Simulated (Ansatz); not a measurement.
AlNH₄Cl₂: single-point calculation

System: AlNH₄Cl₂.
Method: RKS PBE0-D4/def2-TZVPP (Ansatz 0.2.0).

The geometry is the product side of a reaction. The reaction was set up to form Al1–H6 and N2–H5 and to break Al1–N2 and H5–H6 (atoms counted from 1 in the order of the input); sticks are drawn by distance alone. The geometry comes from this level: PBE0-D4/def2-TZVP.

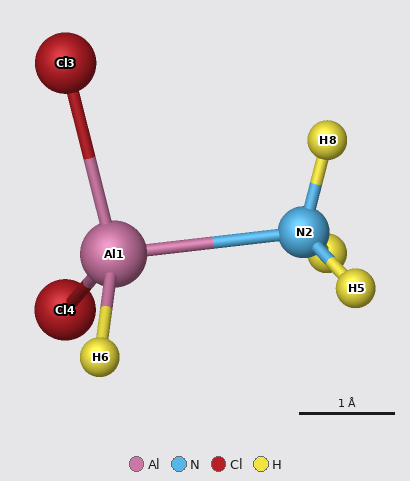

The input geometry (ball-and-stick view, seen at a tilt; atoms are numbered from 1 in the order of the input). Sticks mark near contacts. Bond lengths as drawn: Al–Cl 2.13 Å, Al–H 1.58 Å, Al–N 2.03 Å and H–N 1.02 Å.

The input
```yaml
crystal:
  periodic: [false, false, false]
  atoms:
    - {symbol: Al, position_ang: [-0.536347, -0.192024, -0.843942]}
    - {symbol: N, position_ang: [0.642367, 0.288364, 0.733977]}
    - {symbol: Cl, position_ang: [-0.371730, -2.314941, -0.744696]}
    - {symbol: Cl, position_ang: [-2.382504, 0.598703, -0.129673]}
    - {symbol: H, position_ang: [1.425778, 0.882344, 0.480328]}
    - {symbol: H, position_ang: [0.128524, 0.527729, -2.079990]}
    - {symbol: H, position_ang: [0.085921, 0.772999, 1.432888]}
    - {symbol: H, position_ang: [1.007892, -0.563373, 1.151008]}
basis:
  gaussian: {orbitals: def2-TZVPP}
hamiltonian: {xc: pbe0, dispersion: d4}
output: {orbitals: {seedname: orbitals}}
```

Machine: 4 threads of Arm Neoverse V2, 23 GiB of memory available, shared host.

Command:
```bash
ansatz run in.yaml --threads 4 --pin off --events-out ev --progress --plain --max-ram 9574MiB
```

Log
```
Functional definition: PBE0
  name "PBE0"
  cite "Adamo & Barone, J. Chem. Phys. 110, 6158 (1999) doi:10.1063/1.478522"
  cite "Perdew, Burke & Ernzerhof, Phys. Rev. Lett. 77, 3865 (1996) doi:10.1103/PhysRevLett.77.3865"
  parent pbe
  parameter a = 0.25
  parameter kappa = 0.804
  parameter beta = 0.06672455060314922
  exchange = (1 - a)*pbe_x(kappa = kappa, mu = beta*pi^2/3) + a*exact_x
  correlation = pbe_c(beta = beta)
1341 factors; their error is unknown
mean field evaluation 1: about -33186.4707 eV, gradient 5.1e1 eV
mean field evaluation 2: about -33184.4543 eV, gradient 5.8e1 eV
mean field evaluation 4: about -33191.1021 eV, gradient 2.0e0 eV
mean field evaluation 8: about -33191.1123 eV, gradient 1.3e-1 eV
mean field evaluation 16: about -33191.1875 eV, gradient 8.2e-5 eV
mean field -33191.18749287 eV, -1219.7536425680 hartree, gradient 8.2e-5 eV, S^2 0.000000; 0 other end points of the search recorded, 0 dependent functions left out
reference -33191.18752396 eV, -1219.7536437106 hartree; 29, 29 occupied and 184, 184 virtual orbitals, 1341 factors
Total energy: -33191.34873205 eV, -1219.7595679987 hartree
```

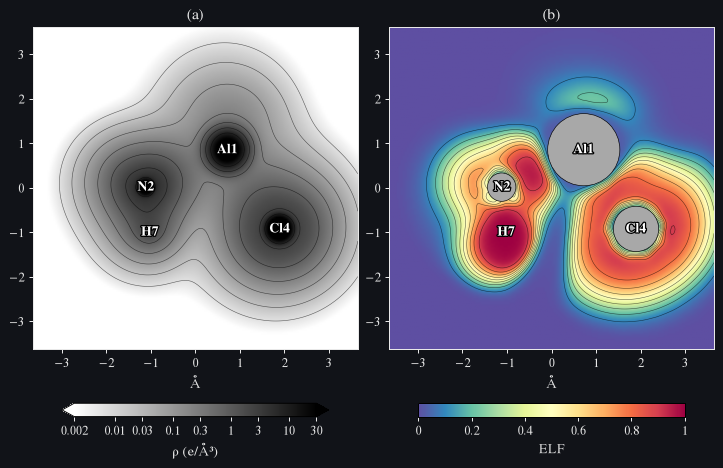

(a) total electron density; (b) ELF on the plane of atoms N2, Al1 and Cl4. Grey discs, where drawn, cover atomic cores. Atoms in the plane: Al, N, Cl and H. Al–N (2.03 Å): ρ at the midpoint is about 0.53 e/Å³; the ELF peaks at about 0.95 in the valence shell of N, 0.7 Å from its nucleus, and is about 0.80 at the midpoint. Al–Cl (2.13 Å): ρ is about 0.7 e/Å³ halfway; the ELF peaks at about 0.85 in the valence shell of Cl, 0.9 Å from its nucleus, and is about 0.80 at the midpoint.

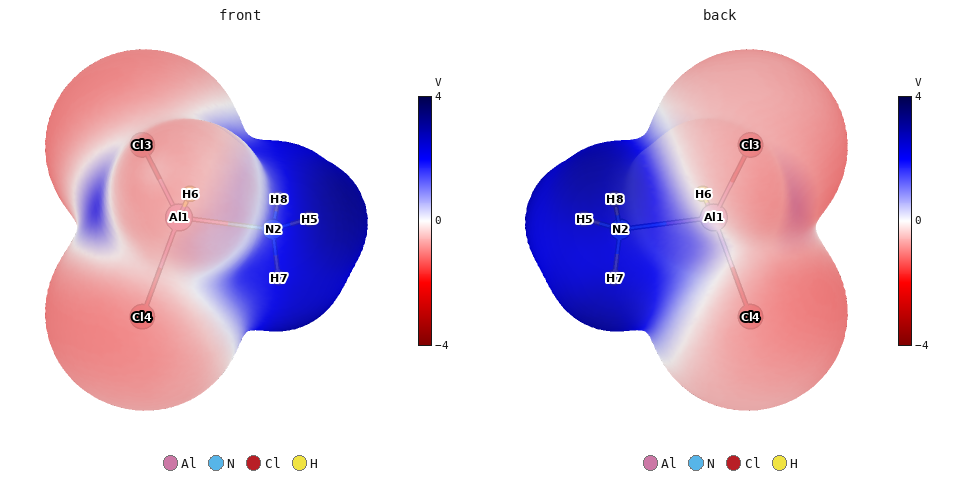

The molecular electrostatic potential painted on the density surface at 0.002 e/bohr³, seen at a tilt and from behind; the colour scale runs from red (negative) to blue (positive). A positive charge is drawn to the negative regions and a negative charge to the positive ones.

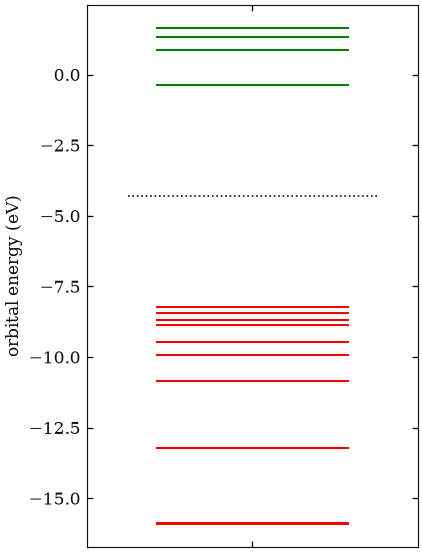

Orbital energies near the frontier; the dotted line parts filled from empty levels, and levels within 0.02 eV of each other stand side by side. Highest filled −8.23 eV, lowest empty −0.36 eV, 7.87 eV apart.

Summary

| quantity | value |
| --- | --- |
| outcome | converged |
| total energy | −33191.3487 eV |
| mean-field energy | −33191.1875 eV |
| dispersion energy | −0.1612 eV |
| SCF solution under orbital rotations | stable |
| HOMO | −8.23 eV |
| LUMO | −0.36 eV |
| wall time | 2.2 s (CPU time 8.3 s) |
| peak memory | 0.52 GiB |
